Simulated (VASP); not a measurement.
Band structure of NaCd₃ (space group I4/mmm). These are PBEsol GGA with spin-orbit coupling, VASP's PBE PAW potentials (set 64) (plane waves; VASP) values and carry that method's errors.

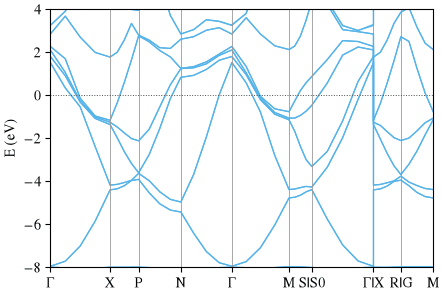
Figure: Bands along high-symmetry lines, zero at the valence-band maximum or, without a gap, the Fermi level

### Question
Read the plot: is there a gap, and where are the band edges?

### Answer
It has no gap at this level: it comes out as a metal or semimetal.

The structure comes from a computed database's NaCd3 entry (I4/mmm); how it stands against other phases isn't given here. It was relaxed first.
